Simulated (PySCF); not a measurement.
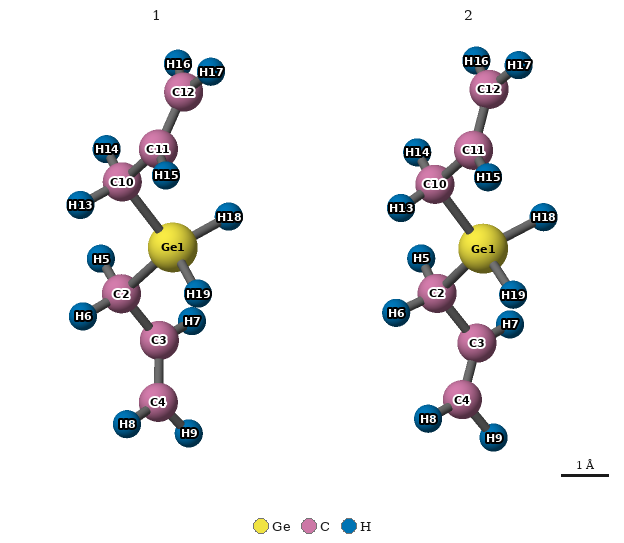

Two geometries of C₆H₁₂Ge, drawn at one scale. One is the start of a relaxation, the other its converged end. A ball-and-stick model, seen from a free direction.

Method: PBE0-D3(BJ)/def2-SVP geometry optimisation, gas phase in PySCF 2.14.0, density-fitted response routines. 

> Which geometry has the lower energy?

Structure 1 is the relaxed one. The start comes from GFN2-xTB. Its atoms were then displaced at random by about 0.03 Å. The atom that moves furthest after the best rigid fit is H16 (0.30 Å). Largest moves by element: H 0.30 Å, C 0.18 Å, Ge 0.07 Å. Among the contacts that change: C4–H9 1.198 → 1.093 Å, C10–H13 1.009 → 1.102 Å, Ge1–H18 1.628 → 1.543 Å, C3–C4 1.261 → 1.336 Å. Among the angles between lasting bonds that change: C4–C3–H7 129.0° → 118.3°, C2–C3–C4 117.8° → 125.8°, C3–C4–H8 129.5° → 121.6°. The energy falls by 99.3 kJ/mol in 13 geometry steps. Cost: 4 min on 1 thread of Arm Neoverse V1, with other jobs on the host.
